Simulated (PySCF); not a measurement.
# GeH2SO (SMILES [OH][Ge][SH]): levels of theory compared

Wanted: a comparison of 6 runs (HF/def2-SVPD, TPSS/cc-pVDZ, B3LYP/6-31G*, B2PLYP/def2-SVP, PBE0/def2-SVP, BLYP/def2-TZVP) of GeH2SO. 

The results are computed with PySCF 2.14.0.

## 1. Starting point

GeH2SO has 5 atoms, charge 0, and is taken as a singlet. SMILES: `[OH][Ge][SH]`. The coordinates come from a PBE0-D4/def2-TZVP relaxation. This is one conformer, not always the lowest.

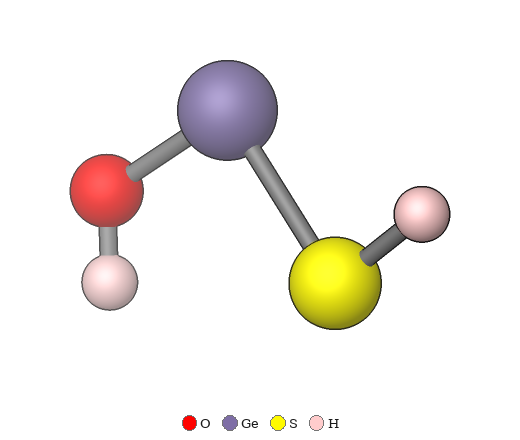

Viewed from a chosen angle; oxygen red, germanium purple, sulfur yellow, hydrogen pink.

## 2. Energy and forces at HF/def2-SVPD (run 1)

Input file geometry.xyz:

```xyz
5

O     -1.346000    -1.001300     0.399800
Ge    -0.897400     0.628900    -0.164200
S      1.343300     0.336500    -0.206300
H     -0.632500    -1.625200     0.561400
H      1.582700     1.587400    -0.632100
```

Input file job.py:

```python
import pyscf.grad
from pyscf import gto

mol = gto.Mole()
mol.atom = 'geometry.xyz'
mol.basis = 'def2-svpd'
mol.verbose = 4
mol.charge = 0
mol.max_memory = 1860
mol.build()

hf = mol.RHF()
hf.conv_tol = 1e-10
hf.kernel()
if not hf.converged:
    hf = hf.newton().run(hf.mo_coeff, hf.mo_occ)

energy = hf.e_tot
print('E(%s) = %.9f' % ('HF', energy))
grad = hf.Gradients().kernel()
hf.analyze()
```

Command:

```sh
$ OMP_NUM_THREADS=1 python job.py
```

What it wrote:

```text
PySCF version 2.14.0

[INPUT] num. atoms = 5
[INPUT] num. electrons = 58
[INPUT] charge = 0
[INPUT] spin (= nelec alpha-beta = 2S) = 0
[INPUT] symmetry False subgroup None
[INPUT] Mole.unit = angstrom
[INPUT] Symbol           X                Y                Z      unit          X                Y                Z       unit  Magmom
[INPUT]  1 O     -1.346000000000  -1.001300000000   0.399800000000 AA   -2.543571363665  -1.892182768527   0.755512504601 Bohr   0.0
[INPUT]  2 Ge    -0.897400000000   0.628900000000  -0.164200000000 AA   -1.695840224185   1.188448759739  -0.310293029654 Bohr   0.0
[INPUT]  3 S      1.343300000000   0.336500000000  -0.206300000000 AA    2.538469103128   0.635892840916  -0.389850499498 Bohr   0.0
[INPUT]  4 H     -0.632500000000  -1.625200000000   0.561400000000 AA   -1.195251773787  -3.071182897643   1.060892246331 Bohr   0.0
[INPUT]  5 H      1.582700000000   1.587400000000  -0.632100000000 AA    2.990869537349   2.999751250135  -1.194495883338 Bohr   0.0

[... 50 lines left out ...]
converged SCF energy = -2548.53908459047
[... 24 lines left out ...]
MO #4   energy= -46.2656382400428  occ= 2
[... 9 lines left out ...]
MO #14  energy= -5.19683805790577  occ= 2
[... 9 lines left out ...]
MO #24  energy= -0.618726744977995 occ= 2
[... 9 lines left out ...]
MO #34  energy= 0.116140915201083  occ= 0
[... 9 lines left out ...]
MO #44  energy= 0.263229729096219  occ= 0
[... 9 lines left out ...]
MO #54  energy= 0.427302218446441  occ= 0
[... 9 lines left out ...]
MO #64  energy= 0.672285520977867  occ= 0
[... 9 lines left out ...]
MO #74  energy= 0.975426409443989  occ= 0
[... 9 lines left out ...]
MO #84  energy= 1.50069621104902   occ= 0
[... 9 lines left out ...]
MO #94  energy= 2.61394992028114   occ= 0
[... 9 lines left out ...]
MO #104 energy= 4.28244463511106   occ= 0
[... 73 lines left out ...]
pop of  2 S 3pz           1.78457
pop of  2 S 4px           0.00192
pop of  2 S 4py           0.00369
pop of  2 S 4pz           0.00270
pop of  2 S 5px           0.00132
pop of  2 S 5py           0.00081
pop of  2 S 5pz           0.00108
pop of  2 S 3dxy          0.00246
pop of  2 S 3dyz          0.00427
pop of  2 S 3dz^2         0.00454
pop of  2 S 3dxz          0.00349
pop of  2 S 3dx2-y2       0.01307
pop of  2 S 4dxy          0.00087
pop of  2 S 4dyz          0.00049
pop of  2 S 4dz^2         0.00052
pop of  2 S 4dxz          0.00043
pop of  2 S 4dx2-y2       0.00043
pop of  3 H 1s            0.64801
pop of  3 H 2s            0.01426
pop of  3 H 2px           0.00222
pop of  3 H 2py           0.00272
pop of  3 H 2pz           0.00310
pop of  3 H 3px           0.00099
pop of  3 H 3py           0.00028
pop of  3 H 3pz           0.00012
pop of  4 H 1s            0.90073
pop of  4 H 2s            0.01045
pop of  4 H 2px           0.00103
pop of  4 H 2py           0.00411
pop of  4 H 2pz           0.00211
pop of  4 H 3px           0.00071
pop of  4 H 3py           0.00186
pop of  4 H 3pz           0.00032
 ** Mulliken atomic charges  **
charge of    0O =     -0.76758
charge of    1Ge =      0.68538
charge of    2S =     -0.32477
charge of    3H =      0.32830
charge of    4H =      0.07867
Dipole moment(X, Y, Z, Debye):  0.41847,  0.91276, -0.32525
```

Wall time 21 s (1 thread of Intel Xeon at 2.70GHz, shared host); peak memory 0.23 GiB.

## 3. Energy and forces at TPSS/cc-pVDZ (run 2)

Input file calc.py:

```python
# [OH][Ge][SH]
from pyscf import gto, dft

mol = gto.Mole()
mol.atom = '''
O     -1.346000    -1.001300     0.399800
Ge    -0.897400     0.628900    -0.164200
S      1.343300     0.336500    -0.206300
H     -0.632500    -1.625200     0.561400
H      1.582700     1.587400    -0.632100
'''
mol.spin = 0
mol.max_memory = 1860
mol.verbose = 3
mol.basis = 'cc-pvdz'
mol.build()

mf = dft.RKS(mol, xc='tpss')
mf.grids.level = 5
mf.conv_tol = 1e-10
mf.kernel()
if not mf.converged:
    mf = mf.newton().run(mf.mo_coeff, mf.mo_occ)

etot = mf.e_tot
print('E(%s) = %.9f' % ('TPSS', etot))
grad = mf.nuc_grad_method().kernel()
mf.analyze()
```

Command:

```sh
$ OMP_NUM_THREADS=1 python calc.py
```

What it wrote:

```text
converged SCF energy = -2551.64935855717
E(TPSS) = -2551.649358557
--------------- RKS gradients ---------------
         x                y                z
0 O     0.0177400286     0.0035009167    -0.0022346626
1 Ge     0.0043824029    -0.0143935477     0.0044672448
2 S    -0.0069871126     0.0089764156    -0.0025221152
3 H    -0.0127939442     0.0106337822    -0.0027130043
4 H    -0.0023351046    -0.0087189545     0.0030115751
----------------------------------------------
**** MO energy ****
MO #1   energy= -397.772389577658  occ= 2
MO #2   energy= -88.3704511343585  occ= 2
MO #3   energy= -49.3484612879415  occ= 2
MO #4   energy= -43.8883287526064  occ= 2
MO #5   energy= -43.8870053327242  occ= 2
MO #6   energy= -43.8858942217456  occ= 2
MO #7   energy= -18.9095327680711  occ= 2
MO #8   energy= -7.73929422167359  occ= 2
MO #9   energy= -6.06582440330515  occ= 2
MO #10  energy= -5.72006072661661  occ= 2
MO #11  energy= -5.7153097006853   occ= 2
MO #12  energy= -5.71236612015024  occ= 2
MO #13  energy= -4.25580571261578  occ= 2
MO #14  energy= -4.25255425043456  occ= 2
MO #15  energy= -4.24827143457572  occ= 2
MO #16  energy= -1.12808309748989  occ= 2
MO #17  energy= -1.1244787130045   occ= 2
MO #18  energy= -1.12326855140182  occ= 2
MO #19  energy= -1.12117374091546  occ= 2
MO #20  energy= -1.11866501524599  occ= 2
MO #21  energy= -0.924766023925037 occ= 2
MO #22  energy= -0.67467479762861  occ= 2
MO #23  energy= -0.497025686352402 occ= 2
MO #24  energy= -0.406772348811903 occ= 2
MO #25  energy= -0.352289661677588 occ= 2
MO #26  energy= -0.295426493641481 occ= 2
MO #27  energy= -0.290150302148677 occ= 2
MO #28  energy= -0.239093058440121 occ= 2
MO #29  energy= -0.23070886541636  occ= 2
MO #30  energy= -0.0930320481794125 occ= 0
MO #31  energy= -0.0188391416390687 occ= 0
MO #32  energy= 0.00885501578030956 occ= 0
MO #33  energy= 0.0234121786035226 occ= 0
MO #34  energy= 0.0964354098706037 occ= 0
MO #35  energy= 0.237214705300137  occ= 0
MO #36  energy= 0.255465890504367  occ= 0
MO #37  energy= 0.282029100543841  occ= 0
MO #38  energy= 0.29001767035252   occ= 0
MO #39  energy= 0.329066119187771  occ= 0
MO #40  energy= 0.331938324056936  occ= 0
MO #41  energy= 0.372695589378982  occ= 0
MO #42  energy= 0.396815197781394  occ= 0
MO #43  energy= 0.433122042062146  occ= 0
MO #44  energy= 0.498786791414373  occ= 0
MO #45  energy= 0.533980815270656  occ= 0
MO #46  energy= 0.541247397035914  occ= 0
MO #47  energy= 0.562089633025868  occ= 0
MO #48  energy= 0.584812404815274  occ= 0
MO #49  energy= 0.621999302647116  occ= 0
MO #50  energy= 0.675240116030018  occ= 0
MO #51  energy= 0.70215091895792   occ= 0
MO #52  energy= 0.713379135172851  occ= 0
MO #53  energy= 0.950802655141386  occ= 0
MO #54  energy= 0.965232059392589  occ= 0
MO #55  energy= 1.0153406852697    occ= 0
MO #56  energy= 1.0449731230942    occ= 0
MO #57  energy= 1.1065624279775    occ= 0
MO #58  energy= 1.31622266931791   occ= 0
MO #59  energy= 1.40303259637827   occ= 0
MO #60  energy= 1.41891583197441   occ= 0
MO #61  energy= 1.44854031287531   occ= 0
MO #62  energy= 1.79601615540069   occ= 0
MO #63  energy= 2.02633365723525   occ= 0
MO #64  energy= 2.07799691918146   occ= 0
MO #65  energy= 2.59734793379719   occ= 0
MO #66  energy= 2.72823986682444   occ= 0
MO #67  energy= 2.86937598341165   occ= 0
MO #68  energy= 2.92407505728131   occ= 0
MO #69  energy= 3.62027755325421   occ= 0
 ** Mulliken atomic charges  **
charge of    0O =     -0.59902
charge of    1Ge =      0.45580
charge of    2S =     -0.26643
charge of    3H =      0.31415
charge of    4H =      0.09550
Dipole moment(X, Y, Z, Debye):  0.37012,  0.48197, -0.18049
```

Wall time 45 s (1 thread of Intel Xeon at 2.70GHz, shared host); peak memory 0.69 GiB.

## 4. Energy and gradient at B3LYP/6-31G(d) (Cartesian functions) (run 3)

Input file input.py:

```python
# [OH][Ge][SH]
import pyscf.grad
from pyscf import gto, dft

mol = gto.M(
    atom='''
O     -1.346000    -1.001300     0.399800
Ge    -0.897400     0.628900    -0.164200
S      1.343300     0.336500    -0.206300
H     -0.632500    -1.625200     0.561400
H      1.582700     1.587400    -0.632100
''',
    verbose=4,
    basis='6-31g*',
    spin=0,
    cart=True,
    max_memory=1860,
)

mf = dft.RKS(mol)
mf.xc = 'b3lyp'
mf.conv_tol = 1e-10
mf.grids.level = 5
mf.kernel()
if not mf.converged:
    mf = mf.newton().run(mf.mo_coeff, mf.mo_occ)

etot = mf.e_tot
print('Final energy', etot)
grad = mf.Gradients().kernel()
mf.analyze()
```

Command:

```sh
$ OMP_NUM_THREADS=1 python input.py
```

What it wrote:

```text
PySCF version 2.14.0

[INPUT] num. atoms = 5
[INPUT] num. electrons = 58
[INPUT] charge = 0
[INPUT] spin (= nelec alpha-beta = 2S) = 0
[INPUT] symmetry False subgroup None
[INPUT] Mole.unit = angstrom
[INPUT] Cartesian GTO integrals (6d 10f)
[INPUT] Symbol           X                Y                Z      unit          X                Y                Z       unit  Magmom
[INPUT]  1 O     -1.346000000000  -1.001300000000   0.399800000000 AA   -2.543571363665  -1.892182768527   0.755512504601 Bohr   0.0
[INPUT]  2 Ge    -0.897400000000   0.628900000000  -0.164200000000 AA   -1.695840224185   1.188448759739  -0.310293029654 Bohr   0.0
[INPUT]  3 S      1.343300000000   0.336500000000  -0.206300000000 AA    2.538469103128   0.635892840916  -0.389850499498 Bohr   0.0
[INPUT]  4 H     -0.632500000000  -1.625200000000   0.561400000000 AA   -1.195251773787  -3.071182897643   1.060892246331 Bohr   0.0
[INPUT]  5 H      1.582700000000   1.587400000000  -0.632100000000 AA    2.990869537349   2.999751250135  -1.194495883338 Bohr   0.0

[... 80 lines left out ...]
Nuclear Repulsion Energy =             246.184723634284325
[... 8 lines left out ...]
MO #3   energy= -49.8315712866954  occ= 2
[... 6 lines left out ...]
MO #10  energy= -5.90487187851438  occ= 2
[... 6 lines left out ...]
MO #17  energy= -1.22997694009573  occ= 2
[... 6 lines left out ...]
MO #24  energy= -0.451889855128488 occ= 2
[... 6 lines left out ...]
MO #31  energy= -0.00727649939814333 occ= 0
[... 6 lines left out ...]
MO #38  energy= 0.252886072323707  occ= 0
[... 6 lines left out ...]
MO #45  energy= 0.489132837110534  occ= 0
[... 6 lines left out ...]
MO #52  energy= 0.886808336015084  occ= 0
[... 6 lines left out ...]
MO #59  energy= 1.34437321448965   occ= 0
[... 6 lines left out ...]
MO #66  energy= 3.31137308442009   occ= 0
[... 6 lines left out ...]
MO #73  energy= 86.696286955313    occ= 0
[... 42 lines left out ...]
pop of  1 Ge 4dxz         0.00340
pop of  1 Ge 4dyy         0.00285
pop of  1 Ge 4dyz         0.00366
pop of  1 Ge 4dzz         0.00279
pop of  1 Ge 5dxx         0.00188
pop of  1 Ge 5dxy         0.00160
pop of  1 Ge 5dxz         0.00189
pop of  1 Ge 5dyy         0.00116
pop of  1 Ge 5dyz         0.00160
pop of  1 Ge 5dzz         0.00178
pop of  2  S 1s           1.99999
pop of  2  S 2s           1.99969
pop of  2  S 3s           1.74340
pop of  2  S 4s           0.00462
pop of  2  S 2px          1.99989
pop of  2  S 2py          1.99989
pop of  2  S 2pz          1.99993
pop of  2  S 3px          1.42150
pop of  2  S 3py          1.30389
pop of  2  S 3pz          1.74296
pop of  2  S 4px          0.00509
pop of  2  S 4py          0.00857
pop of  2  S 4pz          0.00210
pop of  2  S 3dxx         0.00428
pop of  2  S 3dxy         0.00213
pop of  2  S 3dxz         0.00110
pop of  2  S 3dyy         0.00543
pop of  2  S 3dyz         0.00346
pop of  2  S 3dzz         0.00208
pop of  3  H 1s           0.66484
pop of  3  H 2s           0.01362
pop of  4  H 1s           0.89734
pop of  4  H 2s           0.00757
 ** Mulliken atomic charges  **
charge of    0O =     -0.59669
charge of    1Ge =      0.43005
charge of    2S =     -0.25000
charge of    3H =      0.32155
charge of    4H =      0.09509
Dipole moment(X, Y, Z, Debye):  0.35410,  0.70834, -0.25391
```

Run time: 36 s. Hardware: 1 thread of Intel Xeon at 2.70GHz, shared host; peak memory 0.71 GiB.

Runs 4 to 5 aren't shown in full; the table further down has their settings and results.

## 5. Energy and gradient at BLYP/def2-TZVP (run 6)

Input file job.py:

```python
from pyscf import gto, dft

mol = gto.Mole()
mol.atom = '''
O       -1.346000      -1.001300       0.399800
Ge      -0.897400       0.628900      -0.164200
S        1.343300       0.336500      -0.206300
H       -0.632500      -1.625200       0.561400
H        1.582700       1.587400      -0.632100
'''
mol.spin = 0
mol.charge = 0
mol.verbose = 4
mol.basis = 'def2-tzvp'
mol.max_memory = 1860
mol.build()

ks = dft.RKS(mol)
ks.xc = 'blyp'
ks.conv_tol = 1e-10
ks.grids.level = 5
ks.kernel()
if not ks.converged:
    ks = ks.newton().run(ks.mo_coeff, ks.mo_occ)

etot = ks.e_tot
print(f'total energy: {etot:.8f} hartree')
grad = ks.nuc_grad_method().kernel()
dip = ks.dip_moment()
pop, q = ks.mulliken_pop()
```

Command:

```sh
$ OMP_NUM_THREADS=1 python job.py
```

What it wrote:

```text
PySCF version 2.14.0

[INPUT] num. atoms = 5
[INPUT] num. electrons = 58
[INPUT] charge = 0
[INPUT] spin (= nelec alpha-beta = 2S) = 0
[INPUT] symmetry False subgroup None
[INPUT] Mole.unit = angstrom
[INPUT] Symbol           X                Y                Z      unit          X                Y                Z       unit  Magmom
[INPUT]  1 O     -1.346000000000  -1.001300000000   0.399800000000 AA   -2.543571363665  -1.892182768527   0.755512504601 Bohr   0.0
[INPUT]  2 Ge    -0.897400000000   0.628900000000  -0.164200000000 AA   -1.695840224185   1.188448759739  -0.310293029654 Bohr   0.0
[INPUT]  3 S      1.343300000000   0.336500000000  -0.206300000000 AA    2.538469103128   0.635892840916  -0.389850499498 Bohr   0.0
[INPUT]  4 H     -0.632500000000  -1.625200000000   0.561400000000 AA   -1.195251773787  -3.071182897643   1.060892246331 Bohr   0.0
[INPUT]  5 H      1.582700000000   1.587400000000  -0.632100000000 AA    2.990869537349   2.999751250135  -1.194495883338 Bohr   0.0

[... 70 lines left out ...]
converged SCF energy = -2551.77677696417
total energy: -2551.77677696 hartree
[... 12 lines left out ...]
Dipole moment(X, Y, Z, Debye):  0.42377,  0.69998, -0.25561
[... 95 lines left out ...]
pop of  2 S 5py           0.67858
pop of  2 S 5pz           0.83639
pop of  2 S 6px           0.38477
pop of  2 S 6py           0.33305
pop of  2 S 6pz           0.56989
pop of  2 S 3dxy          0.00268
pop of  2 S 3dyz          0.00415
pop of  2 S 3dz^2         0.00257
pop of  2 S 3dxz          0.00102
pop of  2 S 3dx2-y2       0.01232
pop of  2 S 4dxy          0.00925
pop of  2 S 4dyz          0.00649
pop of  2 S 4dz^2         0.00593
pop of  2 S 4dxz          0.00550
pop of  2 S 4dx2-y2       0.01876
pop of  2 S 4f-3          0.00105
pop of  2 S 4f-2          0.00014
pop of  2 S 4f-1          0.00049
pop of  2 S 4f+0          0.00091
pop of  2 S 4f+1          0.00039
pop of  2 S 4f+2          0.00089
pop of  2 S 4f+3          0.00040
pop of  3 H 1s            0.26501
pop of  3 H 2s            0.33513
pop of  3 H 3s            0.05780
pop of  3 H 2px           0.01629
pop of  3 H 2py           0.01892
pop of  3 H 2pz           0.01559
pop of  4 H 1s            0.25035
pop of  4 H 2s            0.46656
pop of  4 H 3s            0.12519
pop of  4 H 2px           0.00565
pop of  4 H 2py           0.01152
pop of  4 H 2pz           0.00722
 ** Mulliken atomic charges  **
charge of    0O =     -0.50214
charge of    1Ge =      0.41597
charge of    2S =     -0.33859
charge of    3H =      0.29126
charge of    4H =      0.13351
```

It took 87 s on 1 thread of Intel Xeon at 2.70GHz, shared host; peak memory 1.4 GiB.

## 6. All runs side by side

```
run                               level  integration grid  Cartesian functions   energy (Eh)  dipole moment (D)  HOMO energy (eV)  LUMO energy (eV)  wall time
  1                        HF/def2-SVPD                 –                   no  -2548.539085               1.06             -9.74              0.89       21 s
  2                        TPSS/cc-pVDZ                 5                   no  -2551.649359               0.63             -6.28             -2.53       45 s
  3  B3LYP/6-31G* (Cartesian functions)                 5                  yes  -2551.430065               0.83             -7.13             -2.10       36 s
  4                     B2PLYP/def2-SVP                 5                   no  -2550.642235               1.01             -8.08             -0.72       23 s
  5                       PBE0/def2-SVP                 5                   no  -2550.743384               0.91             -7.25             -1.84       32 s
  6                      BLYP/def2-TZVP                 5                   no  -2551.776777               0.86             -6.16             -2.61       87 s
```

## 7. Results

| quantity | value |
| --- | --- |
| run 6: total energy | -2551.77678 Eh |
| run 6: dipole moment | 0.86 D |
| run 6: HOMO energy | -6.16 eV |
| run 6: LUMO energy | -2.61 eV |
| run 6: HOMO–LUMO gap | 3.55 eV |
| run 6: largest force on an atom | 1.022 eV/Å |

In words: The dipole moment (its size) runs from 0.63 D (TPSS/cc-pVDZ) to 1.06 D (HF/def2-SVPD). The two ends differ in method and basis. The HOMO–LUMO gap runs from 3.55 eV (BLYP/def2-TZVP) to 10.63 eV (HF/def2-SVPD). Totals of different functionals can't be ranked against each other. All runs together took 4.1 min, the longest 87 s.
